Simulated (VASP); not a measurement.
# Black phosphorene and its bilayer, part 2 of 5

What are the lattice, gap and band positions of black phosphorene, and what does a second sheet change?

VASP 6.6.1; optB86b-vdW; plane waves and PAW (P).

So far, gap on the k-mesh (eV): step 2 (relaxing the monolayer) 0.772.

## Step 3: A second relaxation

The plane waves were chosen for the start cell, so the relaxation is repeated from its end.

Contents of INCAR:

```
SYSTEM = P
PREC = Normal
ENCUT = 350
EDIFF = 1E-06
NELM = 120
ISMEAR = 0
SIGMA = 0.03
LREAL = .FALSE.
ALGO = Normal
GGA = MK
AGGAC = 0
LUSE_VDW = .TRUE.
PARAM1 = 0.1234
PARAM2 = 1
LASPH = .TRUE.
NBANDS = 16
LORBIT = 11
LWAVE = .FALSE.
LCHARG = .FALSE.
KPAR = 4
IBRION = 2
NSW = 30
ISIF = 3
EDIFFG = -0.015
POTIM = 0.4
IDIPOL = 3
LDIPOL = .TRUE.
DIPOL = 0.5 0.5 0.5
LATTICE_CONSTRAINTS = .TRUE. .TRUE. .FALSE.
```

Contents of POSCAR:

```
P
1.0
    4.5076573502      0.0000000000      0.0000000000
    0.0000000000      3.3055854074      0.0000000000
    0.0000000000      0.0000000000     22.0000000000
P
4
Direct
    0.0844215259      0.0000000000      0.4516514381
    0.4155784741      0.5000000000      0.4516514381
    0.5844215259      0.5000000000      0.5483485619
    0.9155784741      0.0000000000      0.5483485619
```

Contents of KPOINTS:

```
Automatic mesh
0
Gamma
7 9 1
0 0 0
```

The projector-augmented-wave data sets are P (PBE family, release 64).

On the command line:

```
> mpirun -np 4 vasp_std
```

The log of the run:

```text
[banner, memory and clock lines left out]
running    4 mpi-ranks, on    1 nodes
 distrk:  each k-point on    1 cores,    4 groups
 distr:  one band on    1 cores,    1 groups

 POSCAR found type information on POSCAR P
 POSCAR found :  1 types and       4 ions
 [... a notice as in an earlier step ...]

 [... a notice as in an earlier step ...]

 LDA part: xc-table for (Slater+PW92), standard interpolation
 POSCAR, INCAR and KPOINTS ok, starting setup
 FFT: planning ... GRIDC
 FFT: planning ... GRID_SOFT
 FFT: planning ... GRID
 WAVECAR not read
 entering main loop
       N       E                     dE             d eps       ncg     rms          rms(c)
DAV:   1     0.117215618791E+03    0.11722E+03   -0.51950E+03   640   0.637E+02
DAV:   2    -0.297904313937E+01   -0.12019E+03   -0.11302E+03   944   0.144E+02
DAV:   3    -0.158740826715E+02   -0.12895E+02   -0.12834E+02   912   0.565E+01
DAV:   4    -0.161246340191E+02   -0.25055E+00   -0.25007E+00   920   0.979E+00
DAV:   5    -0.161319785084E+02   -0.73445E-02   -0.73437E-02  1016   0.148E+00    0.952E+00
DAV:   6    -0.160259130172E+02    0.10607E+00   -0.84361E-02   864   0.150E+00    0.568E+00
DAV:   7    -0.159818092733E+02    0.44104E-01   -0.15798E-01   848   0.206E+00    0.313E-01
DAV:   8    -0.159802133879E+02    0.15959E-02   -0.10292E-02   848   0.601E-01    0.118E-01
DAV:   9    -0.159797049967E+02    0.50839E-03   -0.53984E-04  1080   0.138E-01    0.960E-02
DAV:  10    -0.159788308797E+02    0.87412E-03   -0.22566E-04   856   0.684E-02    0.627E-02
DAV:  11    -0.159781790269E+02    0.65185E-03   -0.18499E-04   880   0.561E-02    0.164E-02
DAV:  12    -0.159776276558E+02    0.55137E-03   -0.21505E-04   808   0.683E-02    0.105E-02
DAV:  13    -0.159775627766E+02    0.64879E-04   -0.37494E-05   672   0.390E-02    0.762E-03
DAV:  14    -0.159776385787E+02   -0.75802E-04   -0.74832E-05   672   0.564E-02    0.353E-03
DAV:  15    -0.159776861785E+02   -0.47600E-04   -0.12199E-05   760   0.210E-02    0.369E-03
DAV:  16    -0.159777143137E+02   -0.28135E-04   -0.47621E-06   696   0.112E-02    0.154E-03
DAV:  17    -0.159777401910E+02   -0.25877E-04   -0.25073E-06   696   0.706E-03    0.155E-03
DAV:  18    -0.159777492255E+02   -0.90345E-05   -0.58374E-07   632   0.347E-03    0.452E-04
DAV:  19    -0.159777503342E+02   -0.11088E-05   -0.89547E-08   664   0.138E-03    0.108E-04
DAV:  20    -0.159777505292E+02   -0.19494E-06   -0.66493E-08   536   0.101E-03
   1 F= -.15977751E+02 E0= -.15977751E+02  d E =-.159778E+02
 curvature:   0.00 expect dE= 0.000E+00 dE for cont linesearch  0.000E+00
 trial: gam= 0.00000 g(F)=  0.857E-05 g(S)=  0.867E-05 ort = 0.000E+00 (trialstep = 0.100E+01)
 search vector abs. value=  0.172E-04
 reached required accuracy - stopping structural energy minimisation
```

It took 62 s on 4 MPI ranks of AMD EPYC 9R45, shared host; peak memory 1.7 GiB.

OUTCAR, selected parts (step 3):

```text
  LATTYP: Found a simple orthorhombic cell.
 ALAT       =     3.3055854074
 B/A-ratio  =     1.3636487323
 C/A-ratio  =     6.6554020812

 Found     20 irreducible k-points:

   ENCUT  =  350.0 eV  25.72 Ry    5.07 a.u.   6.88  5.04 33.56*2*pi/ulx,y,z

   NELECT =      20.0000    total number of electrons

 E-fermi :  -2.3539

 k-point     1 :       0.0000    0.0000    0.0000
  band No.  band energies     occupation
    ...
      6      -7.0767      2.00000
      7      -5.8829      2.00000
      8      -4.3172      2.00000
      9      -4.2538      2.00000
     10      -2.5193      2.00000
     11      -1.7474      0.00000
     12      -0.8342      0.00000
     13       0.2389      0.00000
     14       0.8896      0.00000
     15       1.5049      0.00000
    ...

 k-point     2 :       0.1429    0.0000    0.0000
  band No.  band energies     occupation
    ...
      6      -6.6159      2.00000
      7      -5.8015      2.00000
      8      -4.3163      2.00000
      9      -3.8200      2.00000
     10      -3.2059      2.00000
     11      -1.1578      0.00000
     12      -0.7452      0.00000
     13       0.0226      0.00000
     14       0.7817      0.00000
     15       1.6583      0.00000
    ...

Total vdW correction in eV:      3.1575767

  Total       -0.0260047     -0.0149087     -0.0604397      0.0000000      0.0000000     -0.0000000
  in kB       -0.1270985     -0.0728667     -0.2954003      0.0000000      0.0000000     -0.0000000
  external PRESSURE =      -0.1651218 kB  Pullay stress =       0.0000000 kB

 POSITION                                       TOTAL-FORCE (eV/Angst)
 -----------------------------------------------------------------------------------
      0.38054      0.00000      9.93633        -0.004360      0.000000      0.006043
      1.87329      1.65279      9.93633         0.004360     -0.000000      0.006043
      2.63437      1.65279     12.06367        -0.004360      0.000000     -0.006043
      4.12711      0.00000     12.06367         0.004360     -0.000000     -0.006043
 -----------------------------------------------------------------------------------
    total drift:                                0.000000     -0.000000      0.000000

  FREE ENERGIE OF THE ION-ELECTRON SYSTEM (eV)
  ---------------------------------------------------
  free  energy   TOTEN  =       -15.9777505292 eV

  energy  without entropy=      -15.9777505292  energy(sigma->0) =      -15.97775053

Total vdW correction in eV:      3.1575784

 vacuum level on the upper side and lower side of the slab         2.173         2.173

 total charge
# of ion       s       p       d       tot
------------------------------------------
    1        1.080   1.378   0.000   2.458
    2        1.080   1.378   0.000   2.458
    3        1.080   1.378   0.000   2.458
    4        1.080   1.378   0.000   2.458
--------------------------------------------------
tot          4.319   5.514   0.000   9.833

[... 8 parts as in an earlier step ...]

[... 6 further parts left out ...]
```

CONTCAR:

```
P
   1.00000000000000
     4.5076573501999997    0.0000000000000000    0.0000000000000000
     0.0000000000000000    3.3055854074000002    0.0000000000000000
     0.0000000000000000    0.0000000000000000   22.0000000000000000
  P
     4
Direct
     0.0844215258999981    0.0000000000000000    0.4516514381000007
     0.4155784741000019    0.5000000000000000    0.4516514381000007
     0.5844215258999981    0.5000000000000000    0.5483485618999993
     0.9155784741000019    0.0000000000000000    0.5483485618999993
```

Little changed from the start: no atom moved by 0.005 Å and no cell edge by 0.1 %.

This step gave:

- electronic steps: 20
- Fermi energy: -2.354 eV

The start already met the threshold, so nothing moved.

## Step 4: Vacuum level and density of states

A static run writes the electrostatic potential without exchange and correlation (LVHAR), which is flat in the vacuum and gives the level to count from. The dipole correction cancels the field that unlike faces would set up across the vacuum.

Contents of INCAR:

```
SYSTEM = P
PREC = Normal
ENCUT = 350
EDIFF = 1E-06
NELM = 120
ISMEAR = 0
SIGMA = 0.03
LREAL = .FALSE.
ALGO = Fast
GGA = MK
AGGAC = 0
LUSE_VDW = .TRUE.
PARAM1 = 0.1234
PARAM2 = 1
LASPH = .TRUE.
NBANDS = 16
LORBIT = 11
LWAVE = .FALSE.
LCHARG = .TRUE.
IDIPOL = 3
LDIPOL = .TRUE.
DIPOL = 0.5 0.5 0.5
LVHAR = .TRUE.
LVACPOTAV = .TRUE.
NEDOS = 1500
LELF = .TRUE.
```

POSCAR is that of step 3.

KPOINTS is that of step 3.

Contents of KPOINTS_OPT:

```
Line mode
14
Line-mode
Reciprocal
  0.00000000   0.00000000   0.00000000 GAMMA
 -0.50000000   0.00000000   0.00000000 X

 -0.50000000   0.00000000   0.00000000 X
 -0.50000000  -0.50000000   0.00000000 S

 -0.50000000  -0.50000000   0.00000000 S
  0.00000000  -0.50000000   0.00000000 Y

  0.00000000  -0.50000000   0.00000000 Y
  0.00000000   0.00000000   0.00000000 GAMMA

  0.00000000   0.00000000   0.00000000 GAMMA
 -0.50000000  -0.50000000   0.00000000 S
```

On the command line:

```
> mpirun -np 4 vasp_std
```

The log of the run:

```text
[banner, memory and clock lines left out]
running    4 mpi-ranks, on    1 nodes
 distrk:  each k-point on    4 cores,    1 groups
 distr:  one band on    1 cores,    4 groups

 POSCAR found type information on POSCAR P
 POSCAR found :  1 types and       4 ions
 [... a notice as in an earlier step ...]

 [... a notice as in an earlier step ...]

 LDA part: xc-table for (Slater+PW92), standard interpolation
 POSCAR, INCAR and KPOINTS ok, starting setup
 FFT: planning ... GRIDC
 FFT: planning ... GRID_SOFT
 FFT: planning ... GRID
 WAVECAR not read
 entering main loop
       N       E                     dE             d eps       ncg     rms          rms(c)
DAV:   1     0.117215618790E+03    0.11722E+03   -0.51950E+03   640   0.637E+02
DAV:   2    -0.297904313973E+01   -0.12019E+03   -0.11302E+03   944   0.144E+02
DAV:   3    -0.158740826720E+02   -0.12895E+02   -0.12834E+02   912   0.565E+01
DAV:   4    -0.161246340195E+02   -0.25055E+00   -0.25007E+00   920   0.979E+00
DAV:   5    -0.161319785089E+02   -0.73445E-02   -0.73437E-02  1016   0.148E+00    0.952E+00
RMM:   6    -0.160253992754E+02    0.10658E+00   -0.77226E-02   654   0.137E+00    0.575E+00
RMM:   7    -0.159813832382E+02    0.44016E-01   -0.19629E-01   722   0.216E+00    0.272E-01
RMM:   8    -0.159793168497E+02    0.20664E-02   -0.17076E-02   754   0.802E-01    0.769E-02
RMM:   9    -0.159791206317E+02    0.19622E-03   -0.34016E-03   849   0.335E-01    0.889E-02
RMM:  10    -0.159786934206E+02    0.42721E-03   -0.60369E-04   878   0.140E-01    0.569E-02
RMM:  11    -0.159777489994E+02    0.94442E-03   -0.50511E-04   837   0.110E-01    0.462E-02
RMM:  12    -0.159777869632E+02   -0.37964E-04   -0.15119E-04   872   0.512E-02    0.213E-02
RMM:  13    -0.159775881481E+02    0.19882E-03   -0.12861E-04   773   0.673E-02    0.139E-02
RMM:  14    -0.159776151014E+02   -0.26953E-04   -0.15131E-04   826   0.570E-02    0.699E-03
RMM:  15    -0.159776813046E+02   -0.66203E-04   -0.20981E-05   780   0.232E-02    0.125E-02
RMM:  16    -0.159777010507E+02   -0.19746E-04   -0.88503E-06   707   0.146E-02    0.151E-03
RMM:  17    -0.159777373813E+02   -0.36331E-04   -0.54099E-06   679   0.103E-02    0.189E-03
RMM:  18    -0.159777463633E+02   -0.89820E-05   -0.12160E-06   592   0.489E-03    0.138E-03
RMM:  19    -0.159777485591E+02   -0.21958E-05   -0.24970E-07   447   0.240E-03    0.854E-04
RMM:  20    -0.159777505667E+02   -0.20076E-05   -0.34583E-07   511   0.256E-03    0.192E-04
RMM:  21    -0.159777505436E+02    0.23115E-07   -0.28050E-08   258   0.121E-03
|                                                                             |
|           W    W    AA    RRRRR   N    N  II  N    N   GGGG   !!!           |
|           W    W   A  A   R    R  NN   N  II  NN   N  G    G  !!!           |
|           W    W  A    A  R    R  N N  N  II  N N  N  G       !!!           |
|           W WW W  AAAAAA  RRRRR   N  N N  II  N  N N  G  GGG   !            |
|           WW  WW  A    A  R   R   N   NN  II  N   NN  G    G                |
|           W    W  A    A  R    R  N    N  II  N    N   GGGG   !!!           |
|                                                                             |
|     Did not find any points to average over, which means that no vacuum     |
|     field-free region was found. Please increase the size of  your cell     |
|     in the dimension of the dipole correction to obtain accurate            |
|     workfunction values.                                                    |
|                                                                             |

   1 F= -.15977751E+02 E0= -.15977751E+02  d E =-.292503E-12
 Start KPOINTS_OPT (optional k-point list driver)
k-point batch [1-20\70]
       N       E                     dE             ncg
DAV:   1    -0.996864566066E+03   -0.51002E+04      640
DAV:   2    -0.308934348206E+04   -0.20925E+04     1112
DAV:   3    -0.333517431019E+04   -0.24583E+03      872
DAV:   4    -0.334029211341E+04   -0.51178E+01      968
DAV:   5    -0.334041810622E+04   -0.12599E+00      928
DAV:   6    -0.334042088638E+04   -0.27802E-02      952
DAV:   7    -0.334042096162E+04   -0.75247E-04      976
DAV:   8    -0.334042096392E+04   -0.22926E-05      888
DAV:   9    -0.334042096401E+04   -0.96658E-07      696
[...]
k-point batch [61-70\70]
       N       E                     dE             ncg
DAV:   1     0.304763923614E+02   -0.47542E+04      320
DAV:   2    -0.123308548371E+04   -0.12636E+04      472
DAV:   3    -0.136252507277E+04   -0.12944E+03      408
DAV:   4    -0.136528208458E+04   -0.27570E+01      464
DAV:   5    -0.136537760148E+04   -0.95517E-01      488
DAV:   6    -0.136537975141E+04   -0.21499E-02      512
DAV:   7    -0.136537979605E+04   -0.44637E-04      496
DAV:   8    -0.136537979664E+04   -0.59650E-06      392
```

The job ended after 32 s (4 MPI ranks; peak memory 0.99 GiB; 2.1 min of CPU time).

Parts of OUTCAR (step 4):

```text
 Found     20 irreducible k-points:

   NELECT =      20.0000    total number of electrons

 E-fermi :  -2.3830

 k-point     1 :       0.0000    0.0000    0.0000
  band No.  band energies     occupation
    ...
      6      -7.0767      2.00000
      7      -5.8829      2.00000
      8      -4.3172      2.00000
      9      -4.2538      2.00000
     10      -2.5193      2.00000
     11      -1.7474      0.00000
     12      -0.8342      0.00000
     13       0.2389      0.00000
     14       0.8896      0.00000
     15       1.5036      0.00000
    ...

 k-point     2 :       0.1429    0.0000    0.0000
  band No.  band energies     occupation
    ...
      6      -6.6159      2.00000
      7      -5.8015      2.00000
      8      -4.3163      2.00000
      9      -3.8200      2.00000
     10      -3.2059      2.00000
     11      -1.1579      0.00000
     12      -0.7452      0.00000
     13       0.0226      0.00000
     14       0.7816      0.00000
     15       1.6565      0.00000
    ...

Total vdW correction in eV:      3.1575770

  Total       -0.0259906     -0.0149622     -0.0604457      0.0000000      0.0000000      0.0000000
  in kB       -0.1270296     -0.0731280     -0.2954298      0.0000000      0.0000000      0.0000000
  external PRESSURE =      -0.1651958 kB  Pullay stress =       0.0000000 kB

 POSITION                                       TOTAL-FORCE (eV/Angst)
 -----------------------------------------------------------------------------------
      0.38054      0.00000      9.93633        -0.004380      0.000000      0.006009
      1.87329      1.65279      9.93633         0.004380      0.000000      0.006009
      2.63437      1.65279     12.06367        -0.004380      0.000000     -0.006009
      4.12711      0.00000     12.06367         0.004380     -0.000000     -0.006009
 -----------------------------------------------------------------------------------
    total drift:                                0.000000     -0.000000      0.000000

  FREE ENERGIE OF THE ION-ELECTRON SYSTEM (eV)
  ---------------------------------------------------
  free  energy   TOTEN  =       -15.9777505436 eV

  energy  without entropy=      -15.9777505436  energy(sigma->0) =      -15.97775054

Total vdW correction in eV:      3.1575782

 vacuum level on the upper side and lower side of the slab         2.585         2.585

[... 12 parts as in an earlier step ...]

[... 4 further parts left out ...]
```

This step gave:

| Property | Result |
| --- | --- |
| electronic steps | 21 |
| Fermi energy | -2.383 eV |
| least gap on mesh and path | 0.7719 eV |
| least direct gap on mesh and path | 0.7719 eV |
| vacuum levels | 2.585, 2.585 eV |
| ionisation potentials of the upper and lower face | 5.104, 5.104 eV |
| electron affinities of the upper and lower face | 4.332, 4.332 eV |

The electronic bands at the labelled points (eV, zero at the valence-band top; v1 is the highest filled band, c1 the lowest empty one):

| point | v4 | v3 | v2 | v1 | c1 | c2 | c3 | c4 |
| --- | --- | --- | --- | --- | --- | --- | --- | --- |
| Γ | -3.36 | -1.80 | -1.73 | 0.00 | 0.77 | 1.69 | 2.76 | 3.41 |
| X | -2.51 | -2.51 | -1.09 | -1.09 | 2.13 | 2.13 | 3.51 | 3.51 |
| S | -4.72 | -4.72 | -1.24 | -1.24 | 2.43 | 2.43 | 4.12 | 4.12 |
| Y | -2.70 | -2.70 | -1.97 | -1.97 | 1.31 | 1.31 | 2.04 | 2.04 |
| Γ | -3.36 | -1.80 | -1.73 | 0.00 | 0.77 | 1.69 | 2.76 | 3.41 |
| S | -4.72 | -4.72 | -1.24 | -1.24 | 2.43 | 2.43 | 4.12 | 4.12 |

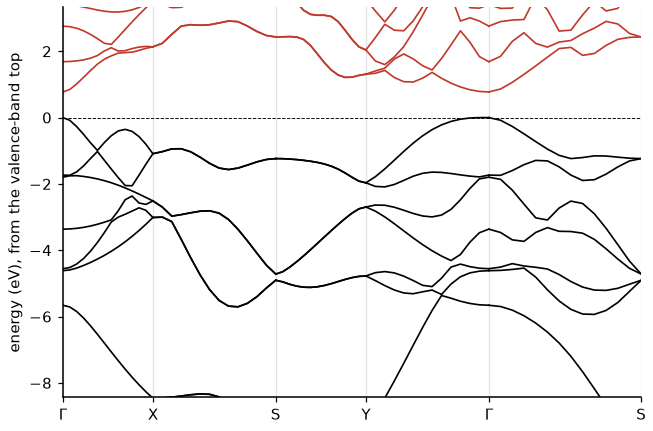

Electronic bands along the path; lines of filled and empty bands in two colours.

Zero at the Fermi level. Planar average of the electrostatic potential against height:

| height (Å) | planar average of the electrostatic potential (eV) |
| --- | --- |
| 0 | 4.97 |
| 1 | 4.97 |
| 2 | 4.97 |
| 3 | 4.97 |
| 4 | 4.97 |
| 5 | 4.97 |
| 6 | 4.97 |
| 7 | 4.96 |
| 8 | 4.77 |
| 9 | 1.32 |
| 10 | -17.6 |
| 11 | -0.344 |
| 12 | -17.6 |
| 13 | 1.32 |
| 14 | 4.77 |
| 15 | 4.96 |
| 16 | 4.97 |
| 17 | 4.97 |
| 18 | 4.97 |
| 19 | 4.97 |
| 20 | 4.97 |
| 21 | 4.97 |

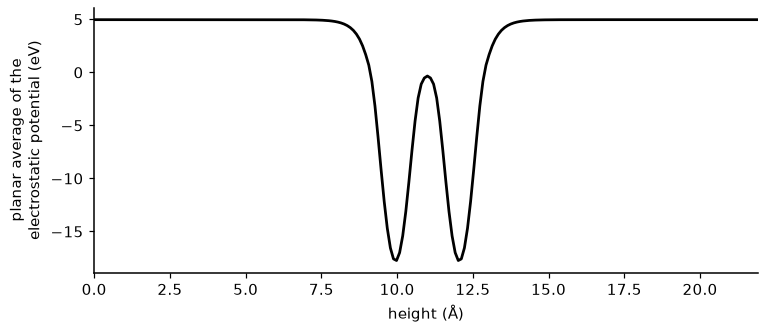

Planar average of the electrostatic potential against height.

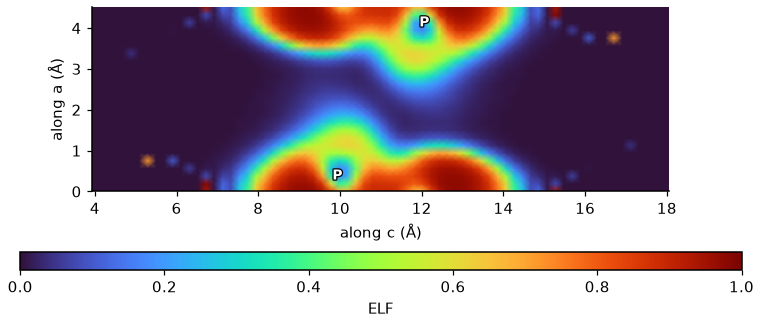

ELF in the ca plane at fractional y = 0.000, with atoms of P within 0.2 Å of it. It is the smooth field of the valence electrons, not physical close to the nuclei. The far vacuum is left out of the map.

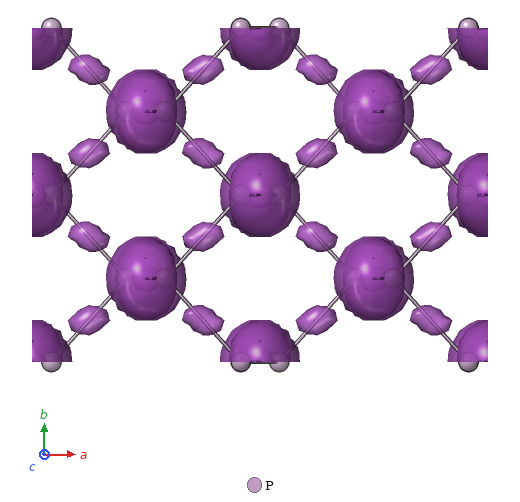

Surface of ELF = 0.85. 2×2×1 cells are drawn.

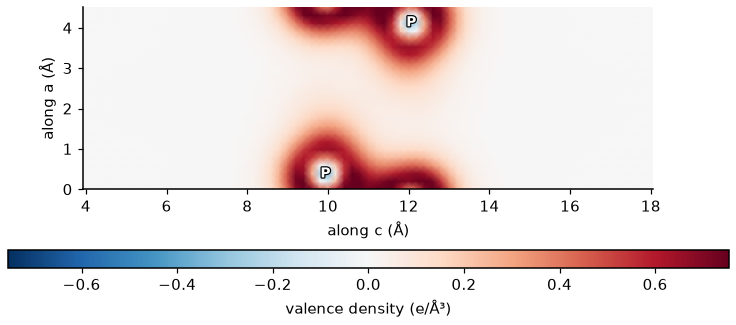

Valence density in the ca plane at fractional y = 0.000, with atoms of P within 0.2 Å of it. It is the smooth field of the valence electrons, not physical close to the nuclei. The far vacuum is left out of the map.

The vacuum level lies 5.10 eV above the highest filled level at the upper face; both faces agree, as the slab has next to no dipole.

The program found no field-free point at its default tolerance, but its printed level agrees with the flat part of the planar average.

(Continued in part 3 of 5.)

[Lines on the potential files, build, host, timing and source positions are cut from VASP's logs without a mark.]

[Logs are printed without paths, hosts, clocks, repeated set-up lines and the standing remarks that a program may print on its own settings, such as how far it seeks lower states.]

[Hosts, paths, dates, database ids (printed as entryN), source tags and the programs' standing remarks are cut or masked in the printed files.]

[Runs that stopped without an error message from VASP are left out.]
